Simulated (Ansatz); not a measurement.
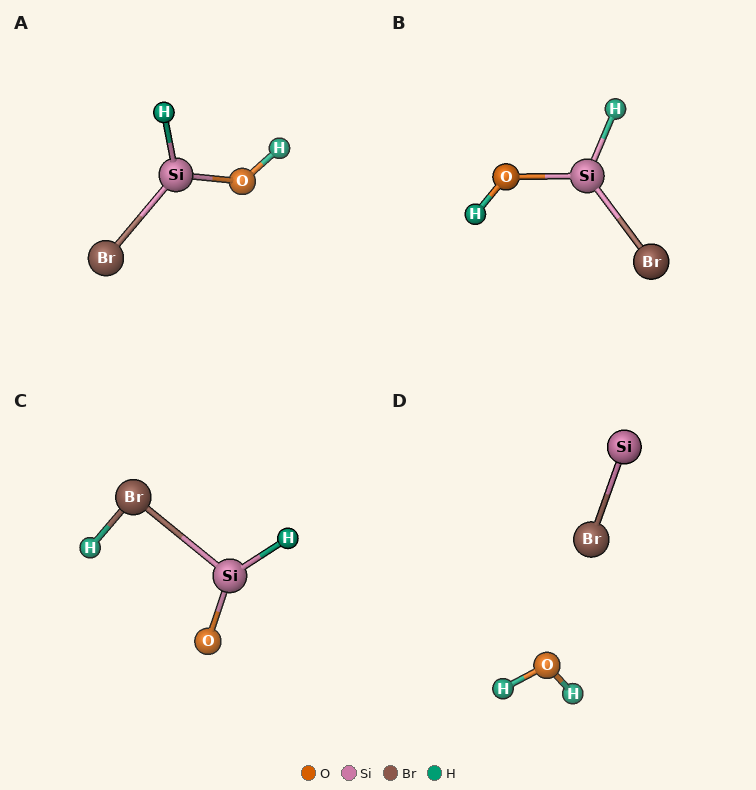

4 stationary structures of one formula. Charge +1, singlet. Geometries: PBE0-D4/def2-TZVP. Electronic energies: RHF-CCSD(T) (frozen core)/def2-TZVPP (Ansatz 0.2.0), without zero-point energy. No frequency run is at hand to confirm each as a minimum.

**Which structure is the most stable?**

B is lowest (Cs); A lies 4.9 kJ/mol above it (Cs), D lies 160.5 kJ/mol above it, C lies 263.5 kJ/mol above it (Cs).
